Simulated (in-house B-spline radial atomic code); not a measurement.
# Ge²⁺: a test of the number of damped steps

How far can the number of damped steps be changed before the Ge²⁺ run goes wrong?

Method: Dirac-Coulomb LDA (Slater, VWN5), spherical fractional occupations, Fermi nucleus, basis-set limit. Code: in-house B-spline radial atomic code version 1.

### 1 The atom as given

| Property | Result |
| --- | --- |
| element | germanium (Z = 32) |
| charge | +2 |
| electrons | 30 |
| configuration | [Ar] 3d10 4s2 |
| Hamiltonian | Dirac-Coulomb |
| nucleus | Fermi, rms radius 4.074 fm |

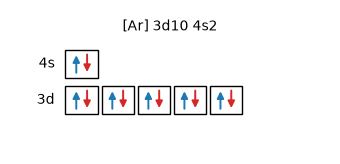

The shells outside the core, filled by Hund's rule for the drawing.

A run counts as converged when the orbital gradient is under the tolerance times 32 hartree (or under the basis's noise floor) and the energy moved by less than 1e-8 hartree times the root of its size. Energy differences under 6e-06 hartree are noise.

### 2 Reference run with standard settings

Input settings:

```ini
Z = 32
electrons = 30.0
configuration = [Ar] 3d10 4s2
hamiltonian = dirac
method = lda,vwn
spin_polarised = False
nucleus = fermi
rms_radius = 4.0742
mass_number = 74
atomic_mass = 73.92117776
speed_of_light = 137.035999084
knot_spacing = 0.22
spline_order = 8
gauss_points = 12
box_radius = 22.22
max_iterations = 70
damping = 0.5
damped_steps = 3
diis_vectors = 10
tolerance = 1e-08
start = Thomas-Fermi
```

Command:

```
> python run_scf.py task.json out
```

The settings of every run stand in task.json; they run in order.

Main fields of the result record, rounded:

```text
{
  "status": "converged",
  "scf [iteration, energy, orbital gradient]": [
    [1, -2094.21786415, 0.31],
    [2, -2093.96149466, 0.234],
    [3, -2095.0915446, 0.0497],
    [4, -2095.13697359, 0.0111],
    [5, -2095.13173493, 0.0197],
    [6, -2095.14087207, 0.00203],
    [7, -2095.14095797, 6.51e-06],
    [8, -2095.14095798, 6.53e-07],
    [9, -2095.14095798, 1.53e-07]
  ],
  "energy [hartree]": {"total": -2095.14095798, "kinetic": 2138.746462, "nuclear": -5037.5401482, "coulomb": 879.756365332, "xc": -76.1036371066},
  "orbitals [hartree, bohr; first row names the columns]": [
    ["name", "occ", "eps", "<r>"],
    ["1s1/2", 2.0, -402.7026, 0.047064],
    ["2s1/2", 2.0, -51.044442, 0.21015],
    ["2p1/2", 2.0, -45.536149, 0.18139],
    ["2p3/2", 4.0, -44.367155, 0.18499],
    ["3s1/2", 2.0, -6.9001311, 0.62528],
    ["3p1/2", 2.0, -5.0832062, 0.64033],
    ["3p3/2", 4.0, -4.9255174, 0.65116],
    ["3d3/2", 4.0, -1.8338751, 0.72902],
    ["3d5/2", 6.0, -1.812206, 0.73417],
    ["4s1/2", 2.0, -1.0889107, 1.9326]
  ],
  "sum_r [bohr^k]": {"-1": 157.4235, "1": 17.93927, "2": 19.56854},
  "density_at_nucleus [bohr^-3]": 31049.66
}
```

Run time: 0.82 s. Hardware: 1 thread, shared host.

### 3 Number of damped steps 0

Settings: those of step 2 with these lines changed.

```diff
@@ -17,3 +17,3 @@
 damping = 0.5
-damped_steps = 3
+damped_steps = 0
 diis_vectors = 10
```

Main fields:

```text
{
  "status": "converged",
  "scf [iteration, energy, orbital gradient]": [
    [1, -2094.21786415, 0.31],
    [2, -2093.96149466, 0.234],
    [3, -2094.83178819, 0.116],
    [4, -2095.13869239, 0.00892],
    [5, -2095.14093587, 0.00085],
    [6, -2095.14095797, 9.74e-06],
    [7, -2095.14095798, 4.75e-07],
    [8, -2095.14095798, 7.93e-09]
  ],
  "energy [hartree]": {"total": -2095.14095798, "kinetic": 2138.74648684, "nuclear": -5037.5402006, "coulomb": 879.756394486, "xc": -76.1036387048},
  "orbitals [hartree, bohr; first row names the columns]": [
    ["name", "occ", "eps", "<r>"],
    ["1s1/2", 2.0, -402.7026, 0.047064],
    ["2s1/2", 2.0, -51.044441, 0.21015],
    ["2p1/2", 2.0, -45.536148, 0.18139],
    ["2p3/2", 4.0, -44.367154, 0.18499],
    ["3s1/2", 2.0, -6.9001303, 0.62528],
    ["3p1/2", 2.0, -5.0832055, 0.64033],
    ["3p3/2", 4.0, -4.9255166, 0.65116],
    ["3d3/2", 4.0, -1.8338744, 0.72902],
    ["3d5/2", 6.0, -1.8122053, 0.73417],
    ["4s1/2", 2.0, -1.0889106, 1.9326]
  ],
  "sum_r [bohr^k]": {"-1": 157.4235, "1": 17.93927, "2": 19.56854},
  "energy_minus_base [hartree]": 5.91171556e-12
}
```

It took 0.54 s on 1 thread, shared host.

energy_minus_base is the energy less that of the reference run.

### 4 Number of damped steps 1

Settings: those of step 3 with these lines changed.

```diff
@@ -17,3 +17,3 @@
 damping = 0.5
-damped_steps = 0
+damped_steps = 1
 diis_vectors = 10
```

Main fields:

```text
{
  "status": "converged",
  "scf [iteration, energy, orbital gradient]": [
    [1, -2094.21786415, 0.31],
    [2, -2093.96149466, 0.234],
    [3, -2091.17476328, 0.376],
    [4, -2095.10372912, 0.0362],
    [5, -2095.14071374, 0.00378],
    [6, -2095.14095518, 0.000286],
    [7, -2095.14095798, 2.87e-06],
    [8, -2095.14095798, 1.5e-07]
  ],
  "energy [hartree]": {"total": -2095.14095798, "kinetic": 2138.74645778, "nuclear": -5037.54013886, "coulomb": 879.756359933, "xc": -76.1036368332},
  "orbitals [hartree, bohr; first row names the columns]": [
    ["name", "occ", "eps", "<r>"],
    ["1s1/2", 2.0, -402.7026, 0.047064],
    ["2s1/2", 2.0, -51.044443, 0.21015],
    ["2p1/2", 2.0, -45.536149, 0.18139],
    ["2p3/2", 4.0, -44.367155, 0.18499],
    ["3s1/2", 2.0, -6.9001313, 0.62528],
    ["3p1/2", 2.0, -5.0832064, 0.64033],
    ["3p3/2", 4.0, -4.9255175, 0.65116],
    ["3d3/2", 4.0, -1.8338753, 0.72902],
    ["3d5/2", 6.0, -1.8122061, 0.73417],
    ["4s1/2", 2.0, -1.0889108, 1.9326]
  ],
  "sum_r [bohr^k]": {"-1": 157.4235, "1": 17.93928, "2": 19.56855},
  "energy_minus_base [hartree]": 7.27595761e-12
}
```

Run time: 0.54 s. Hardware: 1 thread, shared host.

### 5 Number of damped steps 8

Settings: those of step 4 with these lines changed.

```diff
@@ -17,3 +17,3 @@
 damping = 0.5
-damped_steps = 1
+damped_steps = 8
 diis_vectors = 10
```

Main fields:

```text
{
  "status": "converged",
  "scf [iteration, energy, orbital gradient]": [
    [1, -2094.21786415, 0.31],
    [2, -2093.96149466, 0.234],
    [3, -2095.0915446, 0.0497],
    [4, -2095.13697359, 0.0111],
    [5, -2095.14066006, 0.00428],
    [6, -2095.14093279, 0.00148],
    [7, -2095.14095548, 0.000469],
    [8, -2095.14095766, 0.000239],
    [9, -2095.14095793, 8.91e-05],
    [10, -2095.14095796, 3.14e-05],
    [11, -2095.14095795, 2.99e-05],
    [12, -2095.14095798, 7.35e-08]
  ],
  "energy [hartree]": {"total": -2095.14095798, "kinetic": 2138.74649188, "nuclear": -5037.54020642, "coulomb": 879.756395376, "xc": -76.1036388132},
  "orbitals [hartree, bohr; first row names the columns]": [
    ["name", "occ", "eps", "<r>"],
    ["1s1/2", 2.0, -402.7026, 0.047064],
    ["2s1/2", 2.0, -51.044441, 0.21015],
    ["2p1/2", 2.0, -45.536147, 0.18139],
    ["2p3/2", 4.0, -44.367154, 0.18499],
    ["3s1/2", 2.0, -6.9001304, 0.62528],
    ["3p1/2", 2.0, -5.0832055, 0.64033],
    ["3p3/2", 4.0, -4.9255166, 0.65116],
    ["3d3/2", 4.0, -1.8338744, 0.72902],
    ["3d5/2", 6.0, -1.8122053, 0.73417],
    ["4s1/2", 2.0, -1.0889106, 1.9326]
  ],
  "sum_r [bohr^k]": {"-1": 157.4235, "1": 17.93927, "2": 19.56854},
  "energy_minus_base [hartree]": 5.91171556e-12
}
```

It took 0.74 s on 1 thread, shared host.

### 6 Number of damped steps 30

Settings: those of step 5 with these lines changed.

```diff
@@ -17,3 +17,3 @@
 damping = 0.5
-damped_steps = 8
+damped_steps = 30
 diis_vectors = 10
```

Main fields:

```text
{
  "status": "converged",
  "scf [iteration, energy, orbital gradient]": [
    [1, -2094.21786415, 0.31],
    [2, -2093.96149466, 0.234],
    [3, -2095.0915446, 0.0497],
    [4, -2095.13697359, 0.0111],
    [5, -2095.14066006, 0.00428],
    [6, -2095.14093279, 0.00148],
    [7, -2095.14095548, 0.000469],
    [8, -2095.14095766, 0.000239],
    [9, -2095.14095793, 8.91e-05],
    [10, -2095.14095797, 4.09e-05],
    [11, -2095.14095797, 1.63e-05],
    [12, -2095.14095798, 7.16e-06],
    [13, -2095.14095798, 2.94e-06],
    [14, -2095.14095798, 1.25e-06],
    [15, -2095.14095798, 5.7e-07],
    [16, -2095.14095798, 2.66e-07]
  ],
  "energy [hartree]": {"total": -2095.14095798, "kinetic": 2138.74651748, "nuclear": -5037.54023926, "coulomb": 879.756403119, "xc": -76.103639306},
  "orbitals [hartree, bohr; first row names the columns]": [
    ["name", "occ", "eps", "<r>"],
    ["1s1/2", 2.0, -402.7026, 0.047064],
    ["2s1/2", 2.0, -51.044441, 0.21015],
    ["2p1/2", 2.0, -45.536147, 0.18139],
    ["2p3/2", 4.0, -44.367153, 0.18499],
    ["3s1/2", 2.0, -6.9001302, 0.62528],
    ["3p1/2", 2.0, -5.0832053, 0.64033],
    ["3p3/2", 4.0, -4.9255164, 0.65116],
    ["3d3/2", 4.0, -1.8338742, 0.72902],
    ["3d5/2", 6.0, -1.8122051, 0.73417],
    ["4s1/2", 2.0, -1.0889105, 1.9326]
  ],
  "sum_r [bohr^k]": {"-1": 157.4235, "1": 17.93927, "2": 19.56854},
  "energy_minus_base [hartree]": 5.91171556e-12
}
```

It took 0.94 s on 1 thread, shared host.

### 7 Results

| run | outcome | iterations | energy less the reference (hartree) |
| --- | --- | --- | --- |
| reference | converged | 9 | 0 |
| number of damped steps 0 | converged | 8 | below noise |
| number of damped steps 1 | converged | 8 | below noise |
| number of damped steps 8 | converged | 12 | below noise |
| number of damped steps 30 | converged | 16 | below noise |

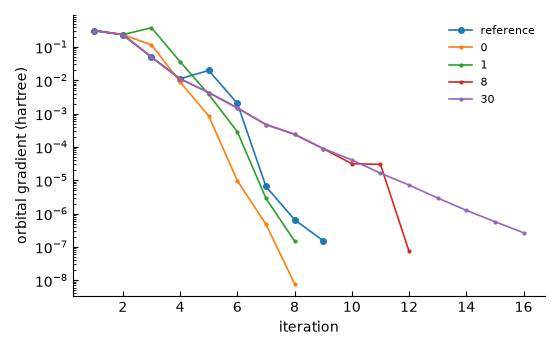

Orbital gradient by iteration, labelled by the number of damped steps.

What this shows: Of 4 changed inputs, 4 gave the reference energy within 1e-05 hartree. Among the runs that reach the reference energy the iterations number 8 to 16, against 9: this setting changes the number of steps, not the answer. No value tried here spoils the result.
